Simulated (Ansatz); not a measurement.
**Ligand exchange: KBr + C5H10O → KOH + C5H9Br**

Species: KBr, singlet; C5H10O (cyclopentanol) `OC1CCCC1`, singlet; KOH `[OH][K]`, singlet; C5H9Br (bromocyclopentane) `BrC1CCCC1`, singlet. The partners trade Br for OH: K–Br and C–OH bonds give way to K–OH and C–Br.

Shapes, held fixed at every level: PBE0-D4/def2-TZVP. Flexible molecules stand in one conformer, not always the lowest. Programs: Ansatz 0.2.0. The zero-point and thermal change to 298 K, harmonic and unscaled (PBE0-D4/def2-TZVP), is -5.7 kJ/mol.

```tsv
level	kind	ΔH(298 K) (kJ/mol)	less CCSD(T)/def2-TZVPP
SPW92/def2-TZVPP	LDA	+136.2	-4.4
r2SCAN-D4/def2-TZVPP	meta-GGA	+142.6	+2.0
PBE0-D4/def2-TZVPP	global hybrid	+145.7	+5.1
wB97M-V/def2-TZVPP	range-separated hybrid	+144.4	+3.8
B2PLYP/def2-TZVPP	double hybrid	+137.2	-3.4
MP2/def2-SVP	perturbation theory	+165.6	+25.0
CCSD/def2-SVP	coupled cluster or CI	+175.9	+35.3
CCSD(T)/def2-TZVPP	coupled cluster or CI	+140.6	0.0
```

The highest level, CCSD(T)/def2-TZVPP, gives ΔH(298 K) = +140.6 kJ/mol; the levels span +136.2 to +175.9. The column of differences is taken from that level and isn't an error. No measured value is set beside it here. Relativity is left out for Br. Outer-core shells of Br, K are correlated in most correlated rows, in sets that cover them unevenly.

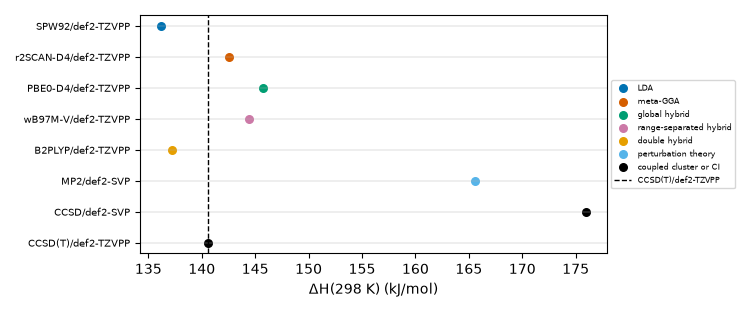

The values of the table, level by level.
